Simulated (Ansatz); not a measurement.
# How BiAs (hypothetical, Fm-3m) expands on warming, part 2 of 3

Wanted: α(T), C_P(T) and B(T) of BiAs (hypothetical) in the quasi-harmonic approximation. The compound is hypothetical: it was made by swapping elements on a known structure type.

Ansatz 0.2.0; DFT PBEsol, scalar-relativistic, plane waves, PAW.

So far. Step 2 (Probe on a coarse mesh): The start is under -3.9 GPa at this level and looks like a metal on this mesh.

### 4. A second relaxation

The relaxation is run once more from where the first one ended, as the script does after a large change of volume or of the gap, with mesh and occupations reviewed.

input.yaml reads:

```yaml
crystal:
  lattice:
    - [2.1009886142, 1.213006342, 3.4322735273]
    - [-2.1009886142, 1.213006342, 3.4322735273]
    - [0.0, -2.426012684, 3.4322735273]
  atoms:
    - { symbol: Bi, position: [0.5, 0.5, 0.5] }
    - { symbol: As, position: [0.0, 0.0, 0.0] }
kpoints:
  mp_grid: { grid: [12, 12, 12] }
hamiltonian:
  xc: pbesol
scf:
  occupations: { method: gaussian, width: 0.01 }
output:
  forces: true
  stress: true
  eigenvalues: true
  write_density: true
  write_potential: true
  elf: true
  volumetric_format: npy
relax:
  adjacent_minimum: "off"
  f_tol: 0.005
  max_steps: 80
  cell: { stress_tol: 0.05 }
```

Started as:

```console
$ ansatz run input.yaml --threads 4 --pin off --max-ram 8192MiB --backend cpu --events-out ev --progress --plain --runs-dir out
```

Numbers of over 12 decimals in the logs are rounded to 6 here.

The program printed:

```text
[...]
Crystal: 2 atoms, lattice volume = 52.483 Å³
Basis set: ecut = 420 eV, 965 PW (Γ), exchange–correlation on 60×60×60 points (8 copies of the dense FFT grid, shifted against one another)
Bands: 19, of which v1, the nominal top of the filled ones, is band 15 counted from 1 (14 counted from 0)
Symmetry: 12 space group operations
[...]
k-points: 189 of 1728
[...]
SCF iter   1: F=—  HF=-17055.013923 eV  |F-HF|=—  |Δ(HF+E_count)|=         —  Δρ=1.13e-3  dr2=5.11e-4  ethr=1.77e-3  ⟨swp⟩=6.5  Hψ=16860  notcnv=0
[...]
SCF iter   6: F=-17055.012864 eV  HF=-17055.012864 eV  |F-HF|=3.24e-10  |Δ(HF+E_count)|=  1.60e-10  Δρ=6.78e-7  dr2=2.18e-10  ethr=1.20e-11  ⟨swp⟩=6.0  Hψ=22728  notcnv=0
SCF 1 converged in 6 iterations: F = -17055.012864 eV  dr2 = 2.18e-10
[...]
relax step   1: F+E_penalty+E_count = -17055.01286403 eV  Δ(F+E_penalty+E_count) = +0.000e0 eV  max|allowed force component| = 4.028e-28 eV/Å  Δτ_max = 0.0000 Å  P = -0.019 GPa  Ω = 52.483 Å³  (6 SCF iters, dr2 threshold 1.00e-7 eV, accepted)
[...]
SCF iter   1: F=—  HF=-17055.012869 eV  |F-HF|=—  |Δ(HF+E_count)|=         —  Δρ=9.13e-7  dr2=3.72e-10  ethr=1.15e-7  ⟨swp⟩=3.9  Hψ=27602  notcnv=0
eigensolver tolerance schedule: the retry pair's looser diagonalisation over-reported the residual by 92572.68 of it (diagonalisation noise at an unbounded share of the residual, at the tolerance the schedule requests for it); recorded, not acted on — ethr = c·dr2/N_el stays at c = 1.0e-1
[...]
SCF iter   2: F=—  HF=-17055.012864 eV  |F-HF|=—  |Δ(HF+E_count)|=   5.22e-6  Δρ=5.46e-7  dr2=1.67e-10  ethr=1.24e-12  ⟨swp⟩=4.0  Hψ=10190  notcnv=0
[...]
SCF iter   8: F=-17055.012864 eV  HF=-17055.012864 eV  |F-HF|=0.00e0  |Δ(HF+E_count)|=  7.28e-12  Δρ=5.77e-10  dr2=1.68e-16  ethr=1.00e-12  ⟨swp⟩=2.7  Hψ=11169  notcnv=0
SCF 2 converged in 8 iterations: F = -17055.012864 eV  dr2 = 1.68e-16
relax step   2: F+E_penalty+E_count = -17055.01286403 eV  Δ(F+E_penalty+E_count) = -2.510e-10 eV  max|allowed force component| = 4.071e-28 eV/Å  Δτ_max = 0.0000 Å  P = -0.019 GPa  Ω = 52.483 Å³  stress off target by 3.55e-2 GPa  SCF on the basis re-selected at this cell (its energy is not comparable with the rows above)  (8 SCF iters)
basis re-selected at this cell: Δ(F+E_penalty+E_count) = -2.510e-10 eV, ΔP = -0.000 GPa vs the last step (what re-selecting the basis moved, of the pressure what is left beyond the Pulay correction that the steps carried, after the strain that the cell walked since its last selection, with what the two solves' SCF thresholds leave and, on support functions, any second-order correction that the steps lacked; it is no  [...]
SCF converged after 8 iterations
Free energy (F): -17055.012864 eV
[...]
Internal energy: -17055.012864 eV  (E = F + TS)
E sigma→0 (E₀):  -17055.012864 eV
Fermi energy:    10.957330 eV
[...]
--- Stress (GPa, compression-positive) ---
       -0.011019       0.000000      -0.000000
       -0.000000      -0.011019       0.000000
        0.000000      -0.000000      -0.035462
  P = ⅓ Tr σ = -0.0192 GPa (-0.192 kbar)
--- Band table (eV; the first three rows and the last of 189) ---
  k-point 0: bands = [... 11 lower, 4.6650, 9.3446, 9.3493, 9.3493, 14.7722, 14.7722, 14.7738, 16.7086]
  k-point 1: bands = [... 11 lower, 4.3894, 9.3661, 9.3702, 9.4805, 14.3401, 14.4155, 14.4166, 16.5214]
  k-point 2: bands = [... 11 lower, 3.6829, 9.4352, 9.4390, 9.7648, 13.4912, 13.6397, 13.6402, 16.4618]
  k-point 188: bands = [... 11 lower, 0.0142, 10.2728, 10.2728, 10.7588, 11.0036, 11.0090, 11.0090, 19.8667]
--- Relaxed structure (1 steps of the walk, 1 accepted, 1 SCFs on fresh bases) ---
[...]
cell:  # Å, volume = 52.4832 Å³
    - [2.100989, 1.213006, 3.4322735273]
    - [-2.100989, 1.213006, 3.4322735273]
    - [0.0, -2.426013, 3.4322735273]
  atoms:
    - { symbol: Bi, position: [0.500000, 0.500000, 0.500000] }
    - { symbol: As, position: [0.0, 0.0, 0.0] }
```

Wall time 5.1 s (4 threads of Arm Neoverse V2, shared host); peak memory 0.49 GiB; 19 s of CPU time.

Little changed from the start: no atom moved by 0.005 Å and no cell edge by 0.1 %.

This step gave:

* pressure: -0.01917 GPa
* gap on the k-mesh: 0.08748 eV

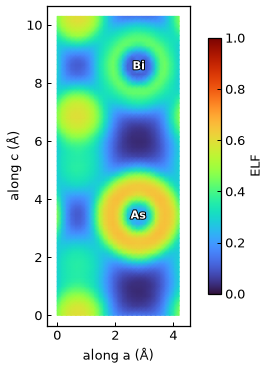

ELF in the ac plane of the conventional cell at fractional y = 0.333, with atoms of Bi and As within 0.2 Å of it. It is the smooth field of the valence electrons, not physical close to the nuclei.

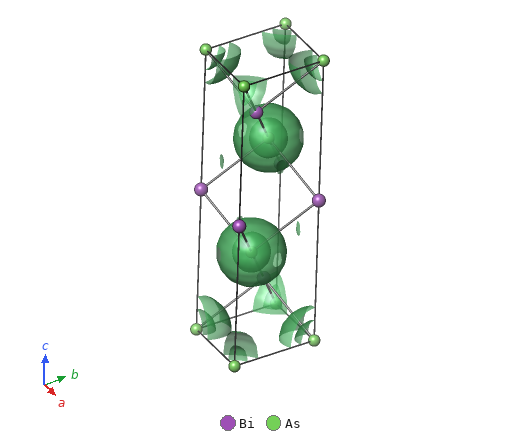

Surface of ELF = 0.59. Bonds to atoms that aren't drawn are left out.

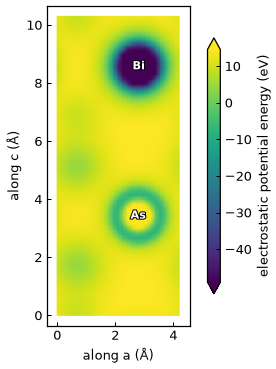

Electrostatic potential energy in the ac plane of the conventional cell at fractional y = 0.333, with atoms of Bi and As within 0.2 Å of it. With pseudopotentials it is smooth inside the atoms' cores, unlike the true potential.

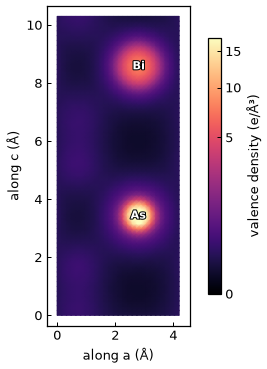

Valence density in the ac plane of the conventional cell at fractional y = 0.333, with atoms of Bi and As within 0.2 Å of it. It is the smooth field of the valence electrons, not physical close to the nuclei. The colour scale is stretched toward low values.

### 5. Tight relaxation

The thresholds are tightened for a last relaxation ahead of the phonons, and where mesh or smearing change with them the cell follows.

input.yaml, the sections that differ from step 4:

```yaml
output:
  forces: true
  stress: true
  eigenvalues: true
relax:
  adjacent_minimum: "off"
  f_tol: 0.001
  max_steps: 60
  cell: { stress_tol: 0.01 }
# crystal, kpoints, hamiltonian, scf: as in step 4
```

The program printed:

```text
[...]
Crystal: 2 atoms, lattice volume = 52.483 Å³
Basis set: ecut = 420 eV, 965 PW (Γ), exchange–correlation on 60×60×60 points (8 copies of the dense FFT grid, shifted against one another)
Bands: 19, of which v1, the nominal top of the filled ones, is band 15 counted from 1 (14 counted from 0)
Symmetry: 12 space group operations
[...]
k-points: 189 of 1728
[...]
k-point 188: bands = [... 11 lower, 0.0182, 10.2752, 10.2752, 10.7607, 11.0062, 11.0110, 11.0110, 19.8736]
--- Relaxed structure (3 steps of the walk, 3 accepted, 1 SCFs on fresh bases) ---
[...]
cell:  # Å, volume = 52.4691 Å³
    - [2.101082, 1.213060, 3.431048]
    - [-2.101082, 1.213060, 3.431048]
    - [0, -2.426121, 3.431048]
  atoms:
    - { symbol: Bi, position: [0.500000, 0.500000, 0.500000] }
    - { symbol: As, position: [0, 0, 0] }
[key lines of the parts left out:]
SCF converged after 11 iterations
Free energy (F): -17055.012868 eV
Fermi energy:    10.962314 eV
P = ⅓ Tr σ = -0.0002 GPa (-0.002 kbar)
```

Wall time 9.1 s (4 threads); peak memory 0.49 GiB; 35 s of CPU time.

Little changed from the start: no atom moved by 0.005 Å and no cell edge by 0.1 %.

This step gave:

```
pressure          : -1.59e-4 GPa
gap on the k-mesh : 0.08894 eV
volume per atom   : 26.23 Å³
```

The residual pressure is -1.6e-4 GPa, small enough for phonons.

### 6. A run with changed settings: basis.xc_grid = 1

One run with other settings shows how much the ground state depends on them.

This step: DFT PBEsol, scalar-relativistic, plane waves, PAW; settings changed (Ansatz 0.2.0).

input.yaml, the sections that differ from step 5:

```yaml
crystal:
  lattice:
    - [2.1010823625, 1.2130604676, 3.4310482122]
    - [-2.1010823625, 1.2130604676, 3.4310482122]
    - [0.0, -2.4261209352, 3.4310482122]
  atoms:
    - { symbol: Bi, position: [0.5, 0.5, 0.5] }
    - { symbol: As, position: [0.0, 0.0, 0.0] }
output:
  forces: true
  eigenvalues: true
  stress: true
basis:
  xc_grid: 1
# kpoints, hamiltonian, scf: as in step 5
# relax: removed
```

The program printed:

```text
Warning: crystal.lattice, of which some number shows no typed digit to judge by, misses the space group found at crystal.symmetry.tolerance 1.0e-5 by more than rounding, which is why this is a warning: the operation that it misses by the most changes a squared length by the fraction 2.70e-6, and from 1e-6 on that is taken for a strain and not for rounding. The run uses the lattice that is a stretch of the typed one, with no rotation, onto the one that keeps every operation to a double's rounding (on a very oblique basis the stretch itself rounds by more); the deck's lattice vector that moved farthest moved by 3.48e-6 Å. [rest of the remark cut]
[...]
Crystal: 2 atoms, lattice volume = 52.469 Å³
Basis set: ecut = 420 eV, 965 PW (Γ)
Bands: 19, of which v1, the nominal top of the filled ones, is band 15 counted from 1 (14 counted from 0)
Symmetry: 48 space group operations
[...]
k-points: 72 of 1728
[...]
SCF iter   1: F=—  HF=-17055.013952 eV  |F-HF|=—  |Δ(HF+E_count)|=         —  Δρ=1.13e-3  dr2=5.09e-4  ethr=1.77e-3  ⟨swp⟩=6.5  Hψ=6359  notcnv=0
[...]
SCF iter   6: F=-17055.012866 eV  HF=-17055.012866 eV  |F-HF|=2.51e-10  |Δ(HF+E_count)|=  3.49e-10  Δρ=6.16e-7  dr2=1.78e-10  ethr=1.15e-11  ⟨swp⟩=2.1  Hψ=5096  notcnv=0
SCF 1 converged in 6 iterations: F = -17055.012866 eV  dr2 = 1.78e-10
[...]
SCF converged after 6 iterations
Free energy (F): -17055.012866 eV
[...]
Internal energy: -17055.012866 eV  (E = F + TS)
E sigma→0 (E₀):  -17055.012866 eV
Fermi energy:    10.962320 eV
[...]
--- Stress (GPa, compression-positive) ---
       -0.000168      -0.000000       0.000000
       -0.000000      -0.000168      -0.000000
        0.000000      -0.000000      -0.000168
  P = ⅓ Tr σ = -0.0002 GPa (-0.002 kbar)
--- Band table (eV; the first three rows and the last of 72) ---
  k-point 0: bands = [... 11 lower, 4.6708, 9.3516, 9.3516, 9.3516, 14.7780, 14.7780, 14.7780, 16.7167]
  k-point 1: bands = [... 11 lower, 4.3949, 9.3725, 9.3725, 9.4836, 14.3457, 14.4212, 14.4212, 16.5249]
  k-point 2: bands = [... 11 lower, 3.6877, 9.4415, 9.4415, 9.7687, 13.4968, 13.6450, 13.6450, 16.4658]
  k-point 71: bands = [... 11 lower, 0.6978, 5.9919, 5.9919, 10.8713, 11.6239, 16.3642, 16.3642, 18.0463]
```

Run time: 0.92 s. Hardware: 4 threads; peak memory 0.38 GiB.

Numbers from this step:

| Item | Value |
| --- | --- |
| pressure | -1.68e-4 GPa |
| gap on the k-mesh | 0.08895 eV |

The run ends at a pressure of 0.00 GPa.

### 7. An input with a fault

This input was changed on purpose, to see how the program answers.

This step: DFT PBEsol, scalar-relativistic, plane waves, PAW (Ansatz 0.2.0).

input.yaml, as its differences from that of step 6:

```diff
@@ -14,7 +14,8 @@
   occupations: { method: gaussian, width: 0.01 }
+  max_iter: 100
 output:
-  forces: true
   eigenvalues: true
-  stress: true
-basis:
-  xc_grid: 1
+phonons:
+  method: dfpt
+  qmesh: [3, 3, 3]
+  thermal_expansion: "~"
```

The program printed:

```text
Error: YAML parse error: error: line 21 column 22: expected mapping start
  --> <input>:21:22
   |
19 |   method: dfpt
20 |   qmesh: [3, 3, 3]
21 |   thermal_expansion: "~"
   |                      ^ expected mapping start
```

Elapsed: 0.02 s, on 4 threads; peak memory 0.022 GiB; 0.02 s of CPU time.

The program refused the input before any cycle.

The program's message: “Error: YAML parse error: error: line 21 column 22: expected mapping start
  --> <input>:21:22
   |
19 |   method: dfpt
20 |   qmesh: [3, 3, 3]
21 |   thermal_expansion: "~"
   |                      ^ …”

The fault put into the input: a string where a block is expected.

### 8. The quasi-harmonic study, q-mesh 2×2×2

The study relaxes the crystal at several strains, solves the phonons on some of them and minimises the free energy at each temperature (static energy, vibrations, the electrons in a metal, and PV under a set pressure); the q-mesh sets how far the force constants reach.

input.yaml, the sections that differ from step 7:

```yaml
scf:
  occupations: { method: gaussian, width: 0.01 }
phonons:
  method: dfpt
  qmesh: [2, 2, 2]
  temperatures: { t_max: 800.0, t_step: 50 }
  thermal_expansion: {}
# crystal, kpoints, hamiltonian, output: as in step 7
```

The program printed:

```text
Warning: crystal.lattice, of which some number shows no typed digit to judge by, misses the space group found at crystal.symmetry.tolerance 1.0e-5 by more than rounding, which is why this is a warning: the operation that it misses by the most changes a squared length by the fraction 2.70e-6, and from 1e-6 on that is taken for a strain and not for rounding. The run uses the lattice that is a stretch of the typed one, with no rotation, onto the one that keeps every operation to a double's rounding (on a very oblique basis the stretch itself rounds by more); the deck's lattice vector that moved farthest moved by 3.48e-6 Å. [rest of the remark cut]
The last accepted step is kept in <dir> (removed where the run ends without a failure and the disk answers)
Engine: ansatz 0.2.0, aarch64-unknown-linux-gnu
Pseudopotentials: kind: paw
Pseudopotential: Bi, paw, valence charge 15, recommended cutoff 420 eV (normal), Bi.paw.azcp
Pseudopotential: As, paw, valence charge 15, recommended cutoff 420 eV (normal), As.paw.azcp
Functional definition: PBEsol
  exchange = pbesol_x
  correlation = pbesol_c
Crystal: 2 atoms, lattice volume = 52.469 Å³
Basis set: ecut = 487.2 eV, 1243 PW (Γ), exchange–correlation on 64×64×64 points (8 copies of the dense FFT grid, shifted against one another)
Bands: 19, of which v1, the nominal top of the filled ones, is band 15 counted from 1 (14 counted from 0)
Symmetry: 48 space group operations
Space group: Fm-3m (ITA 225), of the structure as read, at distance tolerance 3.7e-5 Å
k-points: 72 of 1728
Non-local potential: Bi, projectors of the file, l = 0: 2, l = 1: 2, l = 2: 2, l = 3: 2
Non-local potential: As, projectors of the file, l = 0: 2, l = 1: 2, l = 2: 3, l = 3: 1
PAW form: soft (Blöchl's): semilocal exchange-correlation on the pseudo side does not see the compensation charge
PAW frozen core: Bi, regenerated for the run's functional, and the local potential with it (the file was generated under x = pbe(κ = 0.804, μ = 0.219515), c = pbe(β = 0.066725))
PAW frozen core: As, regenerated for the run's functional, and the local potential with it (the file was generated under x = pbe(κ = 0.804, μ = 0.219515), c = pbe(β = 0.066725))
PAW one-centre angular grid: Bi, 590 points (default); XC on 64 Gauss nodes
PAW one-centre angular grid: As, 590 points (default); XC on 64 Gauss nodes
Initial density: superposition of atomic densities (neutral atoms: chi_scale 0, normalization atom), corrected by the library's trained network
Initial wavefunctions: pseudopotential atomic-orbital guess
Functional: x = pbesol(κ = 0.804, μ = 0.123457), c = pbesol(β = 0.046)
SCF iter   1: F=—  HF=-17055.015575 eV  |F-HF|=—  |Δ(HF+E_count)|=         —  Δρ=1.15e-3  dr2=5.20e-4  ethr=1.77e-3  ⟨swp⟩=6.5  Hψ=6382  notcnv=0
[...]
E_hartree    = 1397.511292
  E_xc         = -229.484891
  E_vxc        = -223.988676  (∫ρ·V_xc dr)
  E_paw        = -12302.056841  (= ΣΔE_a)
  E_vpaw       = -55.621689  (= ΣTr[D̂ρ^β])
  E_aug_tail   = -0.000382  (compensation charges beyond the density's cutoff)
  E_ewald      = -3093.722264
  E_core_change = 1.056181  (= ΣΔE_core)
  E_smearing   = -0.000000  (= −TS)
  E_closure    = 0.000000  (closes the sum)
  Σ components = -17055.014505   (vs F -17055.014505, Δ=0.00e0)
--- Forces (eV/Å), atoms counted from 1 ---
  atom   1  Bi     0.00000000    -0.00000000    -0.00000000
  atom   2  As     0.00000000     0.00000000    -0.00000000
  max |Σ_I F_I| component: 6.52e-29 eV/Å
--- Stress (GPa, compression-positive) ---
       -0.002738      -0.000000      -0.000000
       -0.000000      -0.002738      -0.000000
       -0.000000      -0.000000      -0.002738
  P = ⅓ Tr σ = -0.0027 GPa (-0.027 kbar)
--- Band table (eV; the first three rows and the last of 72) ---
  k-point 0: bands = [... 11 lower, 4.6709, 9.3513, 9.3513, 9.3513, 14.7778, 14.7778, 14.7778, 16.7164]
  k-point 1: bands = [... 11 lower, 4.3949, 9.3723, 9.3723, 9.4835, 14.3455, 14.4209, 14.4209, 16.5246]
  k-point 2: bands = [... 11 lower, 3.6876, 9.4413, 9.4413, 9.7686, 13.4965, 13.6447, 13.6447, 16.4654]
  k-point 71: bands = [... 11 lower, 0.6977, 5.9918, 5.9918, 10.8712, 11.6237, 16.3638, 16.3638, 18.0461]
── thermal expansion: 3 new cells, 3 in all ──
thermal expansion: relaxation of cell 2
thermal expansion: relaxation of cell 3
── thermal expansion: 2 new cells, 5 in all ──
thermal expansion: relaxation of cell 4
thermal expansion: lower-state search of cell 4
thermal expansion: electrons of cell 4
thermal expansion: phonons of cell 4
WARN: thermal expansion, phonons of cell 4: eigensolver did not converge (k=6): 1 band(s) unlocked after 20 sweeps at ethr=1.00e-12 eV (lowest unlocked band 18, counted from 0; max residual 1.42e-5 eV among the unlocked bands, 1.42e-5 eV over every band)
WARN: thermal expansion: eigensolver_not_converged in the phonons of 1 cell: 4
WARN: thermal expansion: phonon_interpolation_lacks_dipole_term in the phonons of 1 cell: 4
WARN: thermal expansion: vibrations_at_or_below_zero in the phonons of 1 cell: 4
this run last wrote the structure of step 1 to <dir>
--- Relaxed structure (1 steps of the walk, 1 accepted, 0 SCFs on fresh bases) ---
  F+E_penalty+E_count = -17055.01450524 eV   max|allowed force component| = 3.261e-29 eV/Å
  atoms:
    - { symbol: Bi, position: [0.5, 0.5, 0.5] }
    - { symbol: As, position: [0.0, 0.0, 0.0] }
--- Thermal expansion: 5 cells in 2 rounds, 0 GPa ---
  no lower state was reached at cell 4
  not told: vibrations stand at or below zero in cell 4 (0.375 modes a cell, the lowest at -128.5 cm⁻¹): the crystal is at no minimum there, or its k-points are too few: type the crystal that it becomes, another pressure, or a denser kpoints.mp_grid, in a new run
  eigensolver_not_converged in the phonons of 1 cell: 4
  phonon_interpolation_lacks_dipole_term in the phonons of 1 cell: 4
  vibrations_at_or_below_zero in the phonons of 1 cell: 4
Error: vibrations stand at or below zero in cell 4 (0.375 modes a cell, the lowest at -128.5 cm⁻¹): the crystal is at no minimum there, or its k-points are too few: type the crystal that it becomes, another pressure, or a denser kpoints.mp_grid, in a new run
[key lines of the parts left out:]
SCF converged after 7 iterations
Free energy (F): -17055.014505 eV
Fermi energy:    10.962216 eV
```

The job ended after 2.3 min (4 threads; peak memory 1.7 GiB; 8.7 min of CPU time).

The run ended with an error.

The program's message: “vibrations stand at or below zero in cell 4 (0.375 modes a cell, the lowest at -128.5 cm⁻¹): the crystal is at no minimum there, or its k-points are too few: type the crystal that it becomes, another …”

(Continued in part 3 of 3.)

[Logs are printed without paths, hosts, clocks, repeated set-up lines and the standing remarks that a program may print on its own settings, such as how far it seeks lower states.]

[Hosts, paths, dates, database ids (printed as entryN), source tags and the programs' standing remarks are cut or masked in the printed files.]

[A step with changed settings may run another functional than the one named; its input shows which.]

[Pressures of single members of a volume series are the stress at the run's cutoff; with an incomplete basis they can lie off −dE/dV of the same runs, and they are not shown converged.]
